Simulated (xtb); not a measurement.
ZnBAsH4: frequency calculation

System: ZnBAsH4.
Method: GFN2-xTB (xtb 6.7.1).

The geometry was optimised with GFN2-xTB.

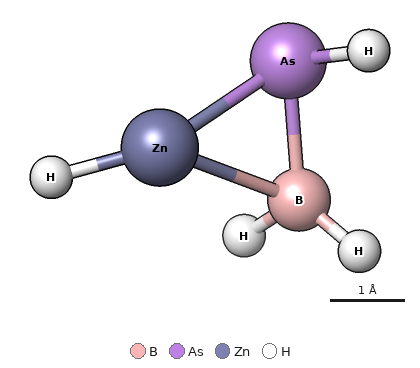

*The input geometry (ball-and-stick view, seen at a tilt). Sticks mark near contacts.*

Bond lengths as drawn: As–B 1.94 Å, As–H 1.52 Å, As–Zn 2.38 Å, B–H 1.18 to 1.19 Å, B–Zn 2.48 Å and H–Zn 1.54 Å.

**Input (mol.coord)**
```
$coord
     -1.414705668679      0.261538095648     -1.305479498675  b
     -1.457923705149      0.235214210732      2.353899552618  as
      2.593082188211     -0.930198787586      0.800393500085  zn
     -1.448437280003     -1.705893567222     -2.382604492451  h
     -1.494584391967      2.088922155423     -2.568364570501  h
     -1.337888301713      3.060827198579      2.822835090443  h
      4.560438262037     -3.010409305574      0.279301521220  h
$end
```

**File .CHRG**
```
0
```

**File .UHF**
```
0
```

**File detailed.inp**
```
$hess
   step=0.02
$end
```

Hardware: 1 thread of Intel Xeon @ 2.70GHz, 189 GiB of memory available, shared host.

Command:
```bash
xtb mol.coord -I detailed.inp --gfn 2 --hess | tee run.log
```

**What the program printed**
```
* xtb version 6.7.1
   ID    Z sym.   atoms
    1    5 b      1
    2   33 as     2
    3   30 zn     3
    4    1 h      4-7

           -------------------------------------------------
          |                Calculation Setup                |
           -------------------------------------------------

          program call               : xtb mol.coord -I detailed.inp --gfn 2 --hess
          coordinate file            : mol.coord
          omp threads                :                     1

molecular fragmentation (1/2 indicates fragments):
1111212
# atoms in fragment 1/2:     5     2
 fragment masses (1/2) :      153.13        2.02
CMA distance (Bohr)    :   2.849
constraining FC (au)   :  0.0500

           -------------------------------------------------
          |                 G F N 2 - x T B                 |
           -------------------------------------------------

      * Hamiltonian:
        H0-scaling (s, p, d)           1.850000    2.230000    2.230000
        zeta-weighting                 0.500000
      * Dispersion:
        s8                             2.700000
        a1                             0.520000
        a2                             5.000000
        s9                             5.000000
      * Repulsion:
        kExp                           1.500000    1.000000
        rExp                           1.000000
      * Coulomb:
        alpha                          2.000000
        third order                    shell-resolved
        anisotropic                    true
        a3                             3.000000
        a5                             4.000000
        cn-shift                       1.200000
        cn-exp                         4.000000
        max-rad                        5.000000

          ...................................................
          :                      SETUP                      :
          :.................................................:
          :  # basis functions                  22          :
          :  # atomic orbitals                  21          :
          :  # shells                           11          :
          :  # electrons                        14          :
          :  max. iterations                   250          :
          :  Hamiltonian                  GFN2-xTB          :
          :  restarted?                      false          :
          :  GBSA solvation                  false          :
          :  PC potential                    false          :
          :  electronic temp.          300.0000000     K    :
          :  accuracy                    1.0000000          :
          :  -> integral cutoff          0.2500000E+02      :
          :  -> integral neglect         0.1000000E-07      :
          :  -> SCF convergence          0.1000000E-05 Eh   :
          :  -> wf. convergence          0.1000000E-03 e    :
          :  Broyden damping             0.4000000          :
          :  net charge                          0          :
          :  unpaired electrons                  0          :
          ...................................................

 iter      E             dE          RMSdq      gap      omega  full diag
   1     -5.7249782 -0.572498E+01  0.209E+01    3.13       0.0  T
   2     -5.5002863  0.224692E+00  0.150E+01    2.65       1.0  T
   3     -5.9041443 -0.403858E+00  0.108E+01    3.48       1.0  T
   4     -6.2019625 -0.297818E+00  0.574E+00    3.46       1.0  T
   5     -6.2041955 -0.223293E-02  0.510E+00    3.39       1.0  T
   6     -6.1930637  0.111318E-01  0.321E+00    3.36       1.0  T
   7     -6.1988668 -0.580315E-02  0.145E+00    3.16       1.0  T
   8     -6.2054609 -0.659405E-02  0.455E-01    3.35       1.0  T
   9     -6.2054212  0.397310E-04  0.291E-01    3.36       1.0  T
  10     -6.2055504 -0.129202E-03  0.768E-02    3.38       1.0  T
  11     -6.2055569 -0.651283E-05  0.232E-02    3.38       1.6  T
  12     -6.2055581 -0.119400E-05  0.181E-03    3.39      20.9  T
  13     -6.2055581  0.777226E-09  0.136E-03    3.39      27.8  T
  14     -6.2055581 -0.481013E-08  0.335E-04    3.39     112.7  T
  15     -6.2055581 -0.236825E-09  0.509E-05    3.39     742.8  T

   *** convergence criteria satisfied after 15 iterations ***

         #    Occupation            Energy/Eh            Energy/eV
      -------------------------------------------------------------
         1        2.0000           -0.6011376             -16.3578
         2        2.0000           -0.5021083             -13.6631
         3        2.0000           -0.4856441             -13.2150
         4        2.0000           -0.4454557             -12.1215
         5        2.0000           -0.4175933             -11.3633
         6        2.0000           -0.3793088             -10.3215
         7        2.0000           -0.3713359             -10.1046 (HOMO)
         8                         -0.2468666              -6.7176 (LUMO)
         9                         -0.2020146              -5.4971
        10                         -0.1378517              -3.7511
        11                         -0.0439181              -1.1951
        12                         -0.0020291              -0.0552
       ...                                ...                  ...
        21                          1.1156756              30.3591
      -------------------------------------------------------------
                  HL-Gap            0.1244693 Eh            3.3870 eV
             Fermi-level           -0.3091013 Eh           -8.4111 eV

 SCC (total)                   0 d,  0 h,  0 min,  0.007 sec
 SCC setup                      ...        0 min,  0.000 sec (  1.924%)
 Dispersion                     ...        0 min,  0.000 sec (  0.675%)
 classical contributions        ...        0 min,  0.000 sec (  0.310%)
 integral evaluation            ...        0 min,  0.001 sec ( 13.597%)
 iterations                     ...        0 min,  0.004 sec ( 58.585%)
 molecular gradient             ...        0 min,  0.001 sec ( 22.438%)
 printout                       ...        0 min,  0.000 sec (  2.151%)

         :::::::::::::::::::::::::::::::::::::::::::::::::::::
         ::                     SUMMARY                     ::
         :::::::::::::::::::::::::::::::::::::::::::::::::::::
         :: total energy              -6.166556604046 Eh    ::
         :: gradient norm              0.000032534461 Eh/a0 ::
         :: HOMO-LUMO gap              3.386982118769 eV    ::
         ::.................................................::
         :: SCC energy                -6.205556726002 Eh    ::
         :: -> isotropic ES            0.047642956760 Eh    ::
         :: -> anisotropic ES          0.000516175668 Eh    ::
         :: -> anisotropic XC          0.000617817491 Eh    ::
         :: -> dispersion             -0.004247273799 Eh    ::
         :: repulsion energy           0.039000121956 Eh    ::
         :: add. restraining           0.000000000000 Eh    ::
         :: total charge              -0.000000000000 e     ::
         :::::::::::::::::::::::::::::::::::::::::::::::::::::

           -------------------------------------------------
          |                Numerical Hessian                |
           -------------------------------------------------
step length          :   0.02000
SCC accuracy         :   0.30000
Hessian scale factor :   1.00000
frozen atoms in %    :   0.00000    0
RMS gradient         :   0.00003
estimated CPU  time      0.00 min

writing file <hessian>.

 projected vibrational frequencies (cm⁻¹)
eigval :       -0.00    -0.00    -0.00     0.00     0.00     0.00
eigval :      101.93   192.87   211.05   255.92   341.25   558.13
eigval :      612.66   654.62   770.70   813.52  1187.44  1511.12
eigval :     1782.34  2483.36  2579.79
           -------------------------------------------------
          |                Property Printout                |
           -------------------------------------------------

    * Orbital Energies and Occupations

         #    Occupation            Energy/Eh            Energy/eV
      -------------------------------------------------------------
         1        2.0000           -0.6011377             -16.3578
         2        2.0000           -0.5021081             -13.6631
         3        2.0000           -0.4856440             -13.2150
         4        2.0000           -0.4454556             -12.1215
         5        2.0000           -0.4175933             -11.3633
         6        2.0000           -0.3793087             -10.3215
         7        2.0000           -0.3713359             -10.1046 (HOMO)
         8                         -0.2468664              -6.7176 (LUMO)
         9                         -0.2020146              -5.4971
        10                         -0.1378518              -3.7511
        11                         -0.0439181              -1.1951
        12                         -0.0020291              -0.0552
        13                          0.0135182               0.3679
        14                          0.0892549               2.4287
        15                          0.1197730               3.2592
        16                          0.2387756               6.4974
        17                          0.3233464               8.7987
        18                          0.3643049               9.9132
       ...                                ...                  ...
        21                          1.1156756              30.3591
      -------------------------------------------------------------
                  HL-Gap            0.1244695 Eh            3.3870 eV
             Fermi-level           -0.3091012 Eh           -8.4111 eV

     #   Z          covCN         q      C6AA      α(0)
     1   5 b        3.292     0.187    18.389     7.151
     2  33 as       2.817     0.020   213.779    26.799
     3  30 zn       2.235     0.214   122.715    21.639
     4   1 h        0.933    -0.127     6.605     4.018
     5   1 h        0.937    -0.111     5.955     3.815
     6   1 h        0.970    -0.019     3.406     2.884
     7   1 h        0.877    -0.163     8.434     4.547

 Mol. C6AA /au·bohr⁶  :       1570.260473
 Mol. C8AA /au·bohr⁸  :      82080.064769
 Mol. α(0) /au        :         70.854635

Wiberg/Mayer (AO) data.
largest (>0.10) Wiberg bond orders for each atom

 ---------------------------------------------------------------------------
     #   Z sym  total        # sym  WBO       # sym  WBO       # sym  WBO
 ---------------------------------------------------------------------------
     1   5 b    3.417 --     2 as   1.237     5 h    0.959     4 h    0.926
                             3 zn   0.232
     2  33 as   3.078 --     1 b    1.237     6 h    0.948     3 zn   0.697
                             7 h    0.173
     3  30 zn   1.755 --     7 h    0.742     2 as   0.697     1 b    0.232
     4   1 h    0.984 --     1 b    0.926
     5   1 h    0.988 --     1 b    0.959
     6   1 h    1.000 --     2 as   0.948
     7   1 h    0.973 --     3 zn   0.742     2 as   0.173
 ---------------------------------------------------------------------------

Topologies differ in total number of bonds
Writing topology from bond orders to xtbtopo.mol

molecular dipole:
                 x           y           z       tot (Debye)
 q only:       -0.108       0.272       0.461
   full:        0.536       0.419      -0.327       1.918
molecular quadrupole (traceless):
                xx          xy          yy          xz          yz          zz
 q only:       -0.407       2.641      -0.743      -0.419      -0.243       1.149
  q+dip:       -1.960       3.838       2.723       2.622      -0.127      -0.763
   full:       -0.529       5.327       1.510       3.407      -0.176      -0.980

           -------------------------------------------------
          |               Frequency Printout                |
           -------------------------------------------------
 projected vibrational frequencies (cm⁻¹)
eigval :       -0.00    -0.00    -0.00     0.00     0.00     0.00
Molecule has no symmetry elements
It seems to be the C1 point group
eigval :      101.93   192.87   211.05   255.92   341.25   558.13
eigval :      612.66   654.62   770.70   813.52  1187.44  1511.12
eigval :     1782.34  2483.36  2579.79
 reduced masses (amu)
   1: 55.07   2: 28.39   3: 70.12   4: 56.10   5: 63.39   6: 54.81   7: 21.86   8: 38.37
   9: 29.29  10:  4.05  11:  4.15  12:  5.67  13:  2.57  14: 14.58  15:  3.38  16:  3.99
  17:  2.16  18:  1.98  19:  1.99  20:  1.68  21:  1.82
 IR intensities (km·mol⁻¹)
   1:  0.09   2:  1.29   3:  0.44   4:  0.33   5:  0.48   6:  0.35   7:  0.50   8: 26.93
   9: 36.42  10: 72.70  11: 26.54  12: 10.06  13: 28.17  14:  7.10  15: 87.56  16: 40.66
  17: 71.39  18:******  19:883.08  20:159.04  21:151.27
 Raman intensities (Ä⁴*amu⁻¹)
   1:  0.00   2:  0.00   3:  0.00   4:  0.00   5:  0.00   6:  0.00   7:  0.00   8:  0.00
   9:  0.00  10:  0.00  11:  0.00  12:  0.00  13:  0.00  14:  0.00  15:  0.00  16:  0.00
  17:  0.00  18:  0.00  19:  0.00  20:  0.00  21:  0.00
 output can be read by thermo (or use thermo option).
 writing <g98.out> molden fake output.
 recommended (thermochemical) frequency scaling factor: 1.0
           -------------------------------------------------
          |             Thermodynamic Functions             |
           -------------------------------------------------

c1  symmetry found (for desy threshold:  0.10E+00) used in thermo

          ...................................................
          :                      SETUP                      :
          :.................................................:
          :  # frequencies                          15      :
          :  # imaginary freq.                       0      :
          :  linear?                             false      :
          :  only rotor calc.                    false      :
          :  symmetry                               c1      :
          :  rotational number                       1      :
          :  scaling factor                  1.0000000      :
          :  rotor cutoff                   50.0000000 cm⁻¹ :
          :  imag. cutoff                  -20.0000000 cm⁻¹ :
          :.................................................:

    mode    ω/cm⁻¹     T·S(HO)/kcal·mol⁻¹    T·S(FR)/kcal·mol⁻¹   T·S(vib)
   ------------------------------------------------------------------------
       1    101.93    -1.01878 ( 94.53%)    -0.84525 (  5.47%)    -1.00929
       2    192.87    -0.65595 ( 99.55%)    -0.65647 (  0.45%)    -0.65595
       3    211.05    -0.60661 ( 99.69%)    -0.62980 (  0.31%)    -0.60668
       4    255.92    -0.50371 ( 99.85%)    -0.57272 (  0.15%)    -0.50381
   ------------------------------------------------------------------------

   temp. (K)  partition function   enthalpy   heat capacity  entropy
                                   cal/mol     cal/K/mol   cal/K/mol   J/K/mol
 298.15  VIB   14.4                 2103.194     13.597     12.325
         ROT  0.122E+06              888.752      2.981     26.255
         INT  0.176E+07             2991.946     16.578     38.580
         TR   0.187E+28             1481.254      4.968     41.008
         TOT                        4473.2002    21.5463    79.5880   332.9963

       T/K    H(0)-H(T)+PV         H(T)/Eh          T*S/Eh         G(T)/Eh
   ------------------------------------------------------------------------
    298.15    0.712850E-02    0.391520E-01    0.378148E-01    0.133718E-02
   ------------------------------------------------------------------------

         :::::::::::::::::::::::::::::::::::::::::::::::::::::
         ::                  THERMODYNAMIC                  ::
         :::::::::::::::::::::::::::::::::::::::::::::::::::::
         :: total free energy          -6.165219419911 Eh   ::
         ::.................................................::
         :: total energy               -6.166556604031 Eh   ::
         :: zero point energy           0.032023524741 Eh   ::
         :: G(RRHO) w/o ZPVE           -0.030686340621 Eh   ::
         :: G(RRHO) contrib.            0.001337184119 Eh   ::
         :::::::::::::::::::::::::::::::::::::::::::::::::::::

           -------------------------------------------------
          | TOTAL ENERGY               -6.166556604031 Eh   |
          | TOTAL ENTHALPY             -6.127404581055 Eh   |
          | TOTAL FREE ENERGY          -6.165219419911 Eh   |
          | GRADIENT NORM               0.000032503887 Eh/α |
          | HOMO-LUMO GAP               3.386987802318 eV   |
           -------------------------------------------------

------------------------------------------------------------------------
------------------------------------------------------------------------
 total:
 *  cpu-time:     0 d,  0 h,  0 min,  0.206 sec
 * ratio c/w:     1.000 speedup
 SCF:
 *  cpu-time:     0 d,  0 h,  0 min,  0.007 sec
 * ratio c/w:     1.000 speedup
 analytical hessian:
 *  cpu-time:     0 d,  0 h,  0 min,  0.178 sec
 * ratio c/w:     1.000 speedup
```

**File vibspectrum**
```
$vibrational spectrum
#  mode     symmetry     wave number   IR intensity    selection rules
#                         cm**(-1)      (km*mol⁻¹)        IR
     1                      -0.00         0.00000          -
     2                      -0.00         0.00000          -
     3                      -0.00         0.00000          -
     4                       0.00         0.00000          -
     5                       0.00         0.00000          -
     6                       0.00         0.00000          -
     7        a            101.93         0.49920         YES
     8        a            192.87        26.92523         YES
     9        a            211.05        36.41545         YES
    10        a            255.92        72.70037         YES
    11        a            341.25        26.53870         YES
    12        a            558.13        10.06213         YES
    13        a            612.66        28.17068         YES
    14        a            654.62         7.10364         YES
    15        a            770.70        87.55637         YES
    16        a            813.52        40.66043         YES
    17        a           1187.44        71.39423         YES
    18        a           1511.12      1237.26584         YES
    19        a           1782.34       883.07964         YES
    20        a           2483.36       159.04421         YES
    21        a           2579.79       151.26657         YES
$end
```

**Standard error**
```
normal termination of xtb
```

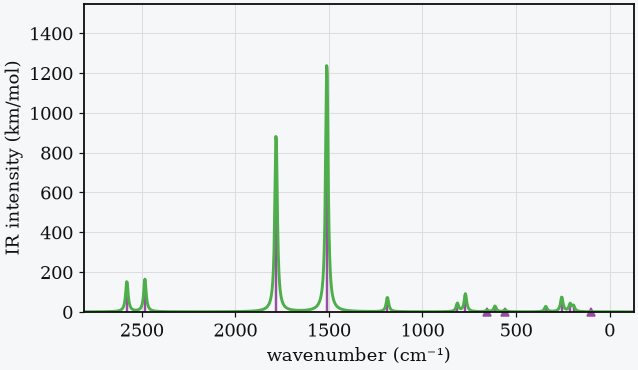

*Harmonic infrared spectrum, unscaled: sticks (degenerate modes added up, dark ones marked on the axis) with a Lorentzian envelope of 16 cm⁻¹ full width, scaled to the tallest stick.*

15 modes from 102 to 2580 cm⁻¹, none imaginary. The strongest line is at 1511 cm⁻¹ (1237 km/mol). All modes, in cm⁻¹ (km/mol): 102 (0.5), 193 (27), 211 (36), 256 (73), 341 (27), 558 (10.1), 613 (28), 655 (7.1), 771 (88), 814 (41), 1187 (71), 1511 (1237), 1782 (883), 2483 (159), 2580 (151).

**Key numbers**

- outcome: converged
- electrons treated: 14
- total energy: −6.166557 hartree
- dispersion energy: −0.004247 hartree
- basis functions: 22
- HOMO: −10.10 eV
- LUMO: −6.72 eV
- zero-point energy: 0.032024 hartree
- dipole moment: 1.92 D
- wavenumbers, lowest and highest: 102 and 2580 cm⁻¹
- peak memory: 0.07 GiB

**Notes**

Settings chosen away from the usual ones: method = gfn2-xtb; task = frequencies; x = {"hess_step": 0.02}; geo = {"prev": "A"}. These settings are looser than, or depart from, a standard set-up, so the numbers are not reference values for this system.
